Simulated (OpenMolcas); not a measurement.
**CH4ClGe (SMILES [CH3][GeH][Cl]): methods side by side**

The species is CH4ClGe (7 atoms), meant as a doublet with charge 0. SMILES: `[CH3][GeH][Cl]`. Geometry: relaxed at PBE0-D4/def2-TZVP.

Quantity: the dipole moment, in D. The values are calculated.

| level | kind | program | value (D) | CPU time |
| --- | --- | --- | --- | --- |
| USVWN5/def2-SVP | LDA | OpenMolcas | 2.13 | 23 s |
| U-revPBE/def2-SVP | GGA | OpenMolcas | 2.18 | 33 s |
| UBLYP/def2-SVP | GGA | OpenMolcas | 2.06 | 34 s |
| U-r2SCAN/def2-SVP | meta-GGA | OpenMolcas | 2.34 | 49 s |
| UM06-L/def2-SVP | meta-GGA | OpenMolcas | 2.40 | 45 s |
| UBHLYP/def2-SVP | global hybrid | OpenMolcas | 2.39 | 38 s |
| UM06-2X/def2-SVP | hybrid meta-GGA | OpenMolcas | 2.39 | 49 s |
| UPBE0/def2-SVP | global hybrid | OpenMolcas | 2.33 | 36 s |

All-electron rows without a relativistic Hamiltonian named are non-relativistic. The values span 2.06 to 2.40 D. Magnitudes only. CPU times are rough (shared hosts, several kinds of processor and program).

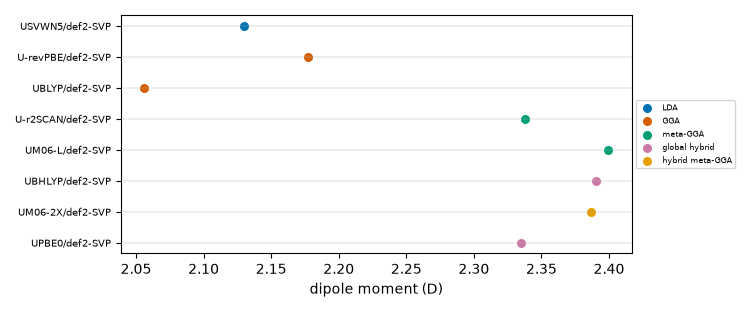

The values of the table, level by level.
